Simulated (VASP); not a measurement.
Given:

```xyz
8
Lattice="0.0000 2.2206 2.2206 2.2206 0.0000 2.2206 8.8301 8.8301 0.0522" Properties=species:S:1:pos:R:3 pbc="T T T"
Ti     2.2206     0.0000     2.2206
N      2.1691     2.1691     2.2720
N      4.3967     4.3967     2.2650
N      6.6539     6.6539     2.2283
N      8.8815     8.8815     2.2213
Hf     2.1582     2.1582     0.0624
Hf     6.6356     4.4150     2.2467
Hf     8.8924     8.8924     4.4310
```

These are PBEsol GGA, VASP's PBE PAW potentials (set 64) (plane waves; VASP) values and carry that method's errors. Run with 520 eV cut-off, 13×13×4 Γ-centred mesh, tetrahedra with Blöchl corrections, potentials Ti_sv N Hf_pv.

Unless said otherwise, spin-orbit coupling is left out, though it shifts the bands of the heavy elements here.

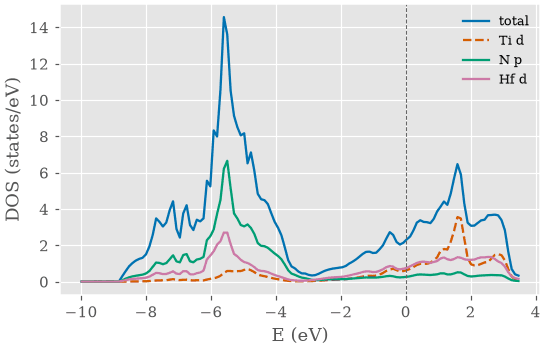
*Total and projected density of states, zero at the Fermi level*

Within 2 eV below the Fermi level the largest weight inside VASP's projection spheres is Hf d, then Ti d.

It has no gap at this level: it comes out as a metal or semimetal.

The structure was generated: Hf3TiN4 was put into an ordered model structure (R-3m), which need not be its known phase. It was relaxed first.
